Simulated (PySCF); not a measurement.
Molecule: H8FNO2Si3, SMILES N[SiH2]O[SiH2]O[SiH2]F. Atoms near the plane z = 0.0 Å, at the GFN2-xTB optimised geometry (x, y, z in Å): Si1 (1.2, -0.1, 0.6), F2 (2.3, 0.3, -0.5), O3 (-0.2, 0.2, 0.0), Si4 (-1.9, 0.2, 0.0), H9 (1.4, -1.6, 0.7), H11 (-2.3, 1.6, 0.0).

Method: CAM-B3LYP/def2-TZVP in PySCF. Cells within 0.4 Å of a nucleus heavier than hydrogen are left out (blank, or x). The values are rescaled to run from 0 to 1.

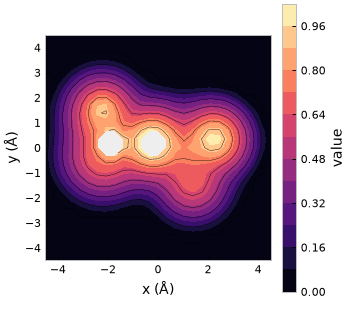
Figure: a field on the plane z = 0.0 Å.

Question: Which quantity is mapped?
A. log10 of the electron density
B. an orbital amplitude
C. Laplacian of the electron density
D. deformation density (molecule minus spherical neutral atoms)

Answer: A, log10 of the electron density. In full: log10 of the electron density (e/bohr³), floored at −4.
